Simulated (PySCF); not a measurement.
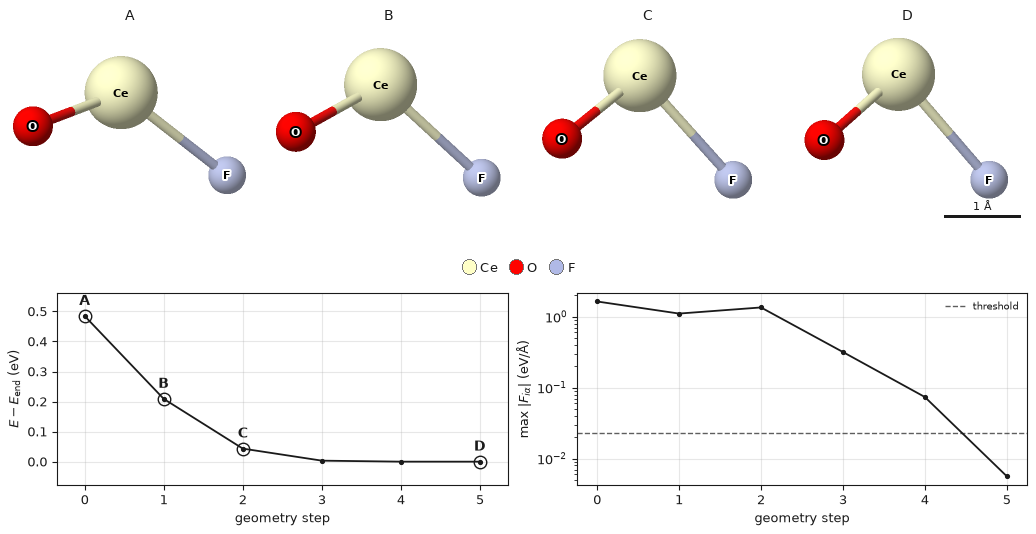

Frames of a relaxation of CeOF (charge +1), marked on the history of the run. The picture is a ball-and-stick view, seen from a free direction.

Level of theory: PySCF, RKS PBE0, Ce lcecp-2-SVP with ECP46, O def2-SVP, F def2-SVP; non-relativistic Hamiltonian with scalar-relativistic core potentials; density fitting. Set-up: symmetry kept (Cs).

### Describe the path.

The energy falls by 0.485 eV in 5 geometry steps. Largest force component: 1.6 eV/Å at the start, 0.0056 eV/Å at the end. The largest moves after the best rigid fit, 0.30 Å, are those of O and F atoms. Largest moves by element: O 0.30 Å, F 0.29 Å, Ce 0.26 Å. Near-neighbour distances that change, for instance: Ce–F 2.053 → 1.985 Å, Ce–O 1.782 → 1.791 Å. Bond angles that change, for instance: O–Ce–F 131.8° → 103.7°. From step 0 to 1: the Ce atom moves most (0.11 Å), energy −0.276 eV. From step 1 to 2: O and F atoms move most (0.15 Å), energy −0.165 eV. From step 2 to 5: the O atom moves most (0.06 Å), energy −0.043 eV.

```
step  E − E(0), eV  largest force component, eV/Å
   0        0.0000                         1.6405
   1       -0.2757                         1.1080
   2       -0.4411                         1.3517
   3       -0.4812                         0.3180
   4       -0.4845                         0.0738
   5       -0.4845                         0.0056
```
